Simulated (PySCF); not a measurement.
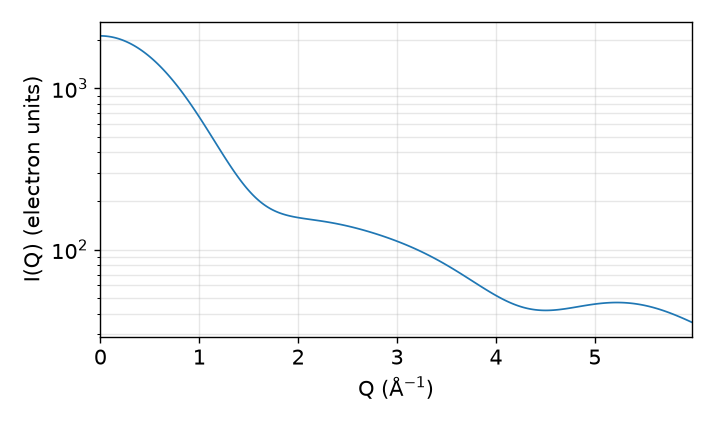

Elastic X-ray scattering of a randomly oriented, rigid molecule, calculated with the Debye equation from neutral-atom form factors (independent atoms, no Compton part, no vibration). The geometry is the end point of an optimisation (PBE0-D3(BJ)/def2-SVP geometry optimisation, gas phase (PySCF)); it may be a saddle point or a higher isomer. It contains C, F, B, O, H.

Question: How many electrons does the independent-atom model of the molecule hold?

Answer: I(0) is the square of the electron number: I(0) = 2120, so about 46 electrons, the count of C2H4BFO2.

Question: What radius of gyration does the initial fall-off give?

Answer: From I(Q) ≈ I(0) exp(−Q²R²/3) at small Q, R ≈ 1.89 Å. It is larger than the electron-weighted radius of the nuclear positions alone (1.75 Å), because each atom's electron cloud adds to it.
